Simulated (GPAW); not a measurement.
**Optical response of Mn2CuN2**

Aim: the dielectric function of Mn2CuN2, and the optical constants that follow from it.

Main program and level: GPAW 26.7.0; DFT, revPBE, plane-wave PAW (GPAW data sets), scalar-relativistic, RPA, optical limit.

## 1. Starting point

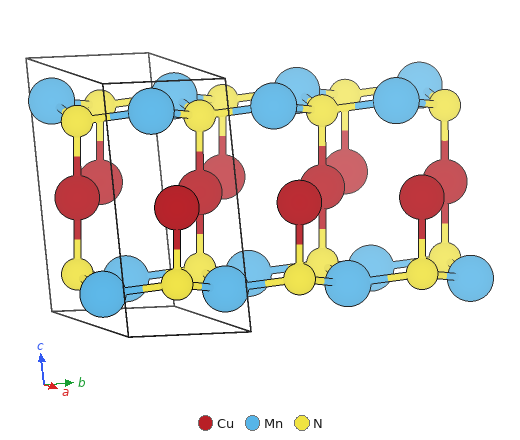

The starting structure, seen slightly off an axis (copper red, manganese blue, nitrogen yellow). 1×3×1 cells are drawn. This picture shows the conventional cell, with its axes. Some periodic images of atoms are drawn too.

## 2. Ground state

The self-consistent density comes first; it also tells whether there is a gap, which decides the occupations and the need for a Drude term.

This step: DFT, revPBE, plane-wave PAW (GPAW data sets), scalar-relativistic, ground state (GPAW 26.7.0).

Contents of gs.py:

```python
from ase import Atoms
from ase.dft.bandgap import bandgap
from gpaw import GPAW, PW, FermiDirac

atoms = Atoms(['Cu', 'Mn', 'Mn', 'N', 'N'],
              cell=[[2.79807484, -1.60775169, 0.00000000],
                    [2.79807484, 1.60775169, 0.00000000],
                    [-1.88035678, 0.00000000, 6.08763687]],
              scaled_positions=[[0.50000000, 0.50000000, 0.50000000],
                                [0.28644050, 0.28644050, 0.85960900],
                                [0.71355950, 0.71355950, 0.14039100],
                                [0.39693750, 0.39693750, 0.18773800],
                                [0.60306250, 0.60306250, 0.81226200]],
              pbc=[True, True, True])
atoms.set_initial_magnetic_moments([0.6, 4.0, 4.0, 0.0, 0.0])
atoms.calc = GPAW(mode=PW(500), xc='revPBE', kpts={'size': (8, 8, 4), 'gamma': True},
                  occupations=FermiDirac(0.05), maxiter=150, txt='gs.txt')
print('energy (eV)', atoms.get_potential_energy())
print('Fermi level (eV)', atoms.calc.get_fermi_level())
print('valence electrons', atoms.calc.get_number_of_electrons())
print('gap (eV)', bandgap(atoms.calc, output=None)[0])
print('direct gap (eV)', bandgap(atoms.calc, direct=True, output=None)[0])
print('moments', atoms.get_magnetic_moments().round(3).tolist())
atoms.calc.write('gs.gpw')
```

On the command line:

```bash
$ OMP_NUM_THREADS=1 python gs.py
```

Numbers of over 12 decimals in the logs are rounded to 6 here.

Log:

```text
__  _  _
 | _ |_)|_||  |
 |__||  | ||/\| - 26.7.0

Versions:
  Python: 3.12.14
  ASE:    3.29.0
  Numpy:  2.5.5
  Scipy:  1.18.1
  Libxc:  7.0.0

Input parameters:
  mode=PW(ecut=500.0),
  kpts=MonkhorstPack(size=(8, 8, 4), gamma=True),
  maxiter=150,
  occupations=Occupations(name='fermi-dirac', width=0.05, fixmagmom=False),
  xc=XC(name='revPBE')

Diagonalizing LCAO Hamiltonian
Converting LCAO to pw mode

       Mn
           N

           Cu

            N
                Mn

Atoms  # Å, Bohr magnetons
|   | symbol |         x |         y |        z |    initial magnetic moments |
| 0 |     Cu |  1.857896 |  0.000000 | 3.043818 | ( 0.0000,  0.0000,  0.6000) |
| 1 |     Mn | -0.013408 |  0.000000 | 5.232987 | ( 0.0000,  0.0000,  4.0000) |
| 2 |     Mn |  3.729201 | -0.000000 | 0.854649 | ( 0.0000,  0.0000,  4.0000) |
| 3 |      N |  1.868307 | -0.000000 | 1.142881 | ( 0.0000,  0.0000,  0.0000) |
| 4 |      N |  1.847486 |  0.000000 | 4.944756 | ( 0.0000,  0.0000,  0.0000) |

Unit cell  # Å
| periodic |         x |         y |        z |  lengths |     angles |
|      yes |  2.798075 | -1.607752 | 0.000000 | 3.227087 | 104.826294 |
|      yes |  2.798075 |  1.607752 | 0.000000 | 3.227087 | 104.826294 |
|      yes | -1.880357 |  0.000000 | 6.087637 | 6.371426 |  59.762669 |

Number of symmetries: 4
Symmetry operations  # r_c * U_cc + t_c -> r_c
|   | kind |            matrix            |
| 0 |  E   |  1, 0, 0,  0, 1, 0,  0, 0, 1 |
| 1 |  σ   |  0, 1, 0,  1, 0, 0,  0, 0, 1 |
| 2 |  C2  |  0,-1, 0, -1, 0, 0,  0, 0,-1 |
| 3 |  i   | -1, 0, 0,  0,-1, 0,  0, 0,-1 |

BZ-sampling:
  Number of BZ points: 256
  Number of IBZ points: 78

  Monkhorst-Pack size: [8, 8, 4]
  Monkhorst-Pack shift: [0.0625, 0.0625, 0.125]

K-points  # in reciprocal-cell coordinates
|     |                                coordinates |     weight |
|   0 | (  0.00000000,   0.00000000,   0.00000000) | 0.00390625 |
|   1 | (  0.00000000,   0.00000000,   0.25000000) | 0.00781250 |
|   2 | (  0.00000000,   0.00000000,   0.50000000) | 0.00390625 |
|   3 | (  0.12500000,  -0.12500000,   0.00000000) | 0.00781250 |
|   4 | (  0.12500000,  -0.12500000,   0.25000000) | 0.01562500 |
|   5 | (  0.12500000,  -0.12500000,   0.50000000) | 0.00781250 |
|   6 | (  0.12500000,   0.00000000,  -0.25000000) | 0.01562500 |
|   7 | (  0.12500000,   0.00000000,   0.00000000) | 0.01562500 |
|   8 | (  0.12500000,   0.00000000,   0.25000000) | 0.01562500 |
|   9 | (  0.12500000,   0.00000000,   0.50000000) | 0.01562500 |
| ... |                                            |            |
|  77 | (  0.50000000,   0.50000000,   0.50000000) | 0.00390625 |

Plane wave coefficients: 1410
Cutoff: 500.0 eV

Spin-components: 2 (collinear spins)
Bands:           40
Projectors:      28
Spin-degeneracy: 1
Datatype:        complex128

Parallelization:
  kpt:    1
  domain: 1
  band:   1

Density:
  Valence electrons: 51.0
  Components: 2
  Grid points: [18 18 35]
  Charge: 0.0  # |e|

Potential:
  Grid points: [18 18 35]

species:
  Cu:
    name:    Copper
    id:
    Z:       29.0
    valence: 11
    core:    18
    charge:  0.0  # [|e|]
    compensation charges:
      type: gauss
      rc: 0.33  # [Å]
      lmax: 2
    cutoffs:
      filter: 2.06  # [Å]
      core: 2.43  # [Å]
    projectors
    | kind |    occ | energy [eV] | rcut [Å] |
    |   4s |  1.000 |      -4.507 |    1.164 |
    |   4p |  0.000 |      -0.684 |    1.164 |
    |   3d | 10.000 |      -4.958 |    1.058 |
    |    s |        |      22.704 |    1.164 |
    |    p |        |      26.527 |    1.164 |
    |    d |        |      22.253 |    1.058 |

    Using partial waves for Cu as LCAO basis

  Mn:
    name:    Manganese
    id:
    Z:       25.0
    valence: 15
    core:    10
    charge:  0.0  # [|e|]
    compensation charges:
      type: gauss
      rc: 0.38  # [Å]
      lmax: 2
    cutoffs:
      filter: 2.14  # [Å]
      core: 0.86  # [Å]
    projectors
    | kind |    occ | energy [eV] | rcut [Å] |
    |   3s |  2.000 |     -85.913 |    1.275 |
    |   4s |  2.000 |      -5.050 |    1.275 |
    |   3p |  6.000 |     -54.598 |    1.281 |
    |   4p |  0.000 |      -1.347 |    1.281 |
    |   3d |  5.000 |      -6.716 |    1.138 |
    |    d |        |      20.495 |    1.138 |

    Using partial waves for Mn as LCAO basis

  N:
    name:    Nitrogen
    id:
    Z:       7.0
    valence: 5
    core:    2
    charge:  0.0  # [|e|]
    compensation charges:
      type: gauss
      rc: 0.18  # [Å]
      lmax: 2
    cutoffs:
      filter: 1.11  # [Å]
      core: 0.96  # [Å]
    projectors
    | kind |    occ | energy [eV] | rcut [Å] |
    |   2s |  2.000 |     -18.619 |    0.603 |
    |   2p |  3.000 |      -7.035 |    0.529 |
    |    s |        |       8.592 |    0.603 |
    |    p |        |      20.177 |    0.529 |
    |    d |        |       0.000 |    0.577 |

    Using partial waves for N as LCAO basis

Reference energy: -111027.489414  # eV

eigensolver:
  PPCG
  Converge bands: occupied
  niter=2

density mixing:
  MSR1-Mixer
  Pratt-step length: 0.05
  Maximum mixing coefficient: 0.75
  Old densities: 10
  SVD Regularization: 0.005
  Good broyden scale: 1.0
  Trust region scale: 1.0
  Backstep threshold: 4.0
  History deletion threshold: 6.0
  Fourier metric: weight=20.0, sigma=0.015

occupation numbers:
  Fermi-Dirac:
    width: 0.0500  # eV

poisson solver:
  ecut: 4000.0  # eV

xc functional:
  name: revPBE with 2 nearest neighbor stencil

convergence criteria:
- Maximum [total energy] change in last 3 cyles: 0.0005 eV / valence electron
- Maximum integral of absolute [dens]ity change: 0.0001 electrons / valence electron
- Maximum integral of absolute [eigenst]ate change: 4e-08 eV^2 / valence electron
maximum number of iterations: 150

SCF iterations
|iter     |      energy | eigst |  dens |  magmom |
|iter:   1||  -46.344044 | +0.37 |       |  +8.6011|
|iter:   2||  -38.589039 | -0.64 | -0.53 |  +8.4321|
|iter:   3||  -37.155448 | -2.25 | -0.82 |  +8.3113|
|iter:   4||  -35.886595 | -1.59 | -0.89 |  +7.8656|
|iter:   5||  -36.051284 | -2.21 | -1.05 |  +7.4050|
|iter:   6||  -36.081090 | -2.40 | -1.08 |  +6.6246|
|iter:   7||  -36.400349 | -2.67 | -1.23 |  +5.5546|
|iter:   8||  -36.620765 | -2.50 | -1.40 |  +4.3160|
|iter:   9||  -36.715890 | -2.52 | -1.61 |  +3.1325|
|iter:  10||  -36.714272 | -3.13 | -1.82 |  +3.0958|
|iter:  11||  -36.719698c| -3.74 | -2.18 |  +3.0480|
|iter:  12||  -36.720360c| -4.60 | -2.74 |  +3.0220|
|iter:  13||  -36.720560c| -5.23 | -3.04 |  +3.0232|
|iter:  14||  -36.720605c| -5.28 | -3.24 |  +3.0217|
|iter:  15||  -36.720613c| -6.32 | -3.72 |  +3.0193|
|iter:  16||  -36.720599c| -6.98 | -3.93 |  +3.0171|
|iter:  17||  -36.720579c| -7.01 | -4.17c|  +3.0128|
|iter:  18||  -36.720580c| -7.83c| -4.81c|  +3.0129|

Converged in 18 steps
SCF loop duration: 293.253 s (16.292 s/step)
Energy contributions relative to reference atoms: (reference = -111027.489414)

Energy contributions:
  Kinetic:           6.490207
  Coulomb:          -9.048452
  Zero:              0.328842
  External:          0.000000
  Xc:              -34.478911
  Entropy:          -0.024530
  Spinorbit:         0.000000
  ----------------------------
  Free energy:     -36.732845
  Extrapolated:    -36.720580

dipole moment: (-0.000000, -0.000000, -0.000000)  # |e|*Ang

Total magnetic moment: (0.000000, 0.000000, 3.012912)

Local magnetic moments
|        x |        y |         z |
| 0.000000 | 0.000000 |  0.031511 |  # Cu   0
| 0.000000 | 0.000000 |  1.500747 |  # Mn   1
| 0.000000 | 0.000000 |  1.500747 |  # Mn   2
| 0.000000 | 0.000000 | -0.038786 |  # N    3
| 0.000000 | 0.000000 | -0.038786 |  # N    4

Fermi level: 8.475
Eigenvalues  # (at kpt = [0.000, 0.000, 0.000])
| band index |      eig [eV] | occ [0-1] |      eig [eV] | occ [0-1] |
|          0 |       -72.162 |     1.000 |       -70.479 |     1.000 |
|        ... |               |           |               |           |
|         17 |         5.155 |     1.000 |         5.421 |     1.000 |
|         18 |         5.161 |     1.000 |         5.431 |     1.000 |
|         19 |         5.537 |     1.000 |         5.635 |     1.000 |
|         20 |         5.542 |     1.000 |         5.635 |     1.000 |
|         21 |         6.571 |     1.000 |         7.681 |     1.000 |
|         22 |         6.588 |     1.000 |         7.702 |     1.000 |
|         23 |         6.886 |     1.000 |         7.846 |     1.000 |
|         24 |         7.697 |     1.000 |         9.355 |     0.000 |
|         25 |         7.704 |     1.000 |         9.361 |     0.000 |
|         26 |         9.876 |     0.000 |        10.146 |     0.000 |
|         27 |        10.706 |     0.000 |        11.705 |     0.000 |
|         28 |        11.311 |     0.000 |        12.221 |     0.000 |
|         29 |        11.324 |     0.000 |        12.249 |     0.000 |
|         30 |        11.343 |     0.000 |        12.488 |     0.000 |
|         31 |        11.357 |     0.000 |        12.502 |     0.000 |
|         32 |        13.736 |     0.000 |        14.102 |     0.000 |
|        ... |               |           |               |           |
|         39 |        21.533 |     0.000 |        21.954 |     0.000 |

No gap
No difference between direct/indirect transitions

--- standard output ---
energy (eV) -36.720580
Fermi level (eV) 8.474693
valence electrons 51.0
gap (eV) 0.0
direct gap (eV) 0.0
moments [0.032, 1.501, 1.501, -0.039, -0.039]
```

The job ended after 5.1 min (1 thread of Arm Neoverse V2, shared host; peak memory 0.33 GiB).

This step gave:

```
energy       : -36.72 eV
Fermi energy : 8.475 eV
electrons    : 51
site moments : 0.032, 1.501, 1.501, -0.039, -0.039 μB
```

There are states at the Fermi level within the smearing, so the occupations stay smeared and the carriers get a Drude term.

## 3. Bands for the response

At the fixed density, many empty bands are solved on the mesh of the response, since the spectrum sums over them.

This step: DFT, revPBE, plane-wave PAW (GPAW data sets), scalar-relativistic, bands at fixed density (GPAW 26.7.0).

Contents of nscf.py:

```python
from ase.dft.bandgap import bandgap
from gpaw import GPAW, FermiDirac

calc = GPAW('gs.gpw').fixed_density(kpts={'size': (12, 12, 6), 'gamma': True}, nbands=61, convergence={'bands': 55},
                                    occupations=FermiDirac(0.05), txt='nscf.txt')
print('gap (eV)', bandgap(calc, output=None)[0])
print('direct gap (eV)', bandgap(calc, direct=True, output=None)[0])
calc.write('full.gpw', mode='all')
```

On the command line:

```bash
$ OMP_NUM_THREADS=1 python nscf.py
```

Log:

```text
Diagonalizing LCAO Hamiltonian
Converting LCAO to pw mode
convergence criteria:
- Maximum integral of absolute [eigenst]ate change: 4e-08 eV^2 / valence electron
maximum number of iterations: 150

SCF iterations
|iter     |      energy | eigst |  dens |  magmom |
|iter:   1||             | +2.63 |       |  +3.0129|
|iter:   2||             | +1.43 |       |  +3.0129|
|iter:   3||             | +0.07 |       |  +3.0129|
|iter:   4||             | -1.14 |       |  +3.0129|
|iter:   5||             | -2.22 |       |  +3.0129|
|iter:   6||             | -3.23 |       |  +3.0129|
|iter:   7||             | -4.32 |       |  +3.0129|
|iter:   8||             | -5.37 |       |  +3.0129|
|iter:   9||             | -6.47 |       |  +3.0129|
|iter:  10||             | -7.35 |       |  +3.0129|
|iter:  11||             | -7.91c|       |  +3.0129|
SCF steps: 11
  __  _  _
 | _ |_)|_||  |
 |__||  | ||/\| - 26.7.0

Versions:
  Python: 3.12.14
  ASE:    3.29.0
  Numpy:  2.5.5
  Scipy:  1.18.1
  Libxc:  7.0.0

Input parameters:
  mode=PW(ecut=500.0),
  convergence={'bands': 55},
  gpts=array([18, 18, 35]),
  kpts=MonkhorstPack(size=(12, 12, 6), gamma=True),
  maxiter=150,
  nbands=61,
  occupations=Occupations(name='fermi-dirac', width=0.05, fixmagmom=False),
  parallel={},
  xc=XC(name='revPBE')

--- standard output ---
gap (eV) 0.0
direct gap (eV) 0.0
```

Elapsed: 15 min, on 1 thread; peak memory 0.98 GiB.

[end of part 1 of 2]

[Machine, clock and banner lines and Python warnings are left out of the logs.]

[Logs are printed without paths, hosts, clocks, repeated set-up lines and the standing remarks that a program may print on its own settings, such as how far it seeks lower states.]

[Hosts, paths, dates, database ids (printed as entryN), source tags and the programs' standing remarks are cut or masked in the printed files.]
